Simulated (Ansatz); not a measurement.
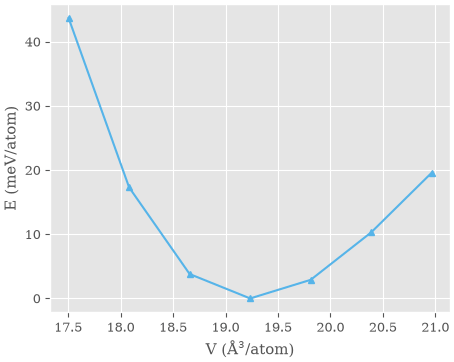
Fig. 1. PtSe$_{2}$ (CdI2 type, space group No. 164) under volume change, LDA in the plane-wave PAW code Ansatz, shape and atoms relaxed at each volume.

Task: What does a third-order Birch–Murnaghan fit give for V₀, B₀ and B′?

Result: V₀ = 19.24 Å³/atom, B₀ = 59.3 GPa, B′ = 12.4.

Space group P-3m1 (CdI2 type). The LDA relaxation kept the symmetry of its start; of distortions, only those at the zone centre were tested. No spin polarisation was allowed. The volume moved by -16 % from the start of the relaxation. A crystal of weakly bound layers computed without a dispersion correction: the cell and the soft elastic constants depend strongly on that. Scalar-relativistic: spin–orbit coupling is off unless named, which matters more the heavier the elements.

Potentials: the later of the program's two PAW sets.
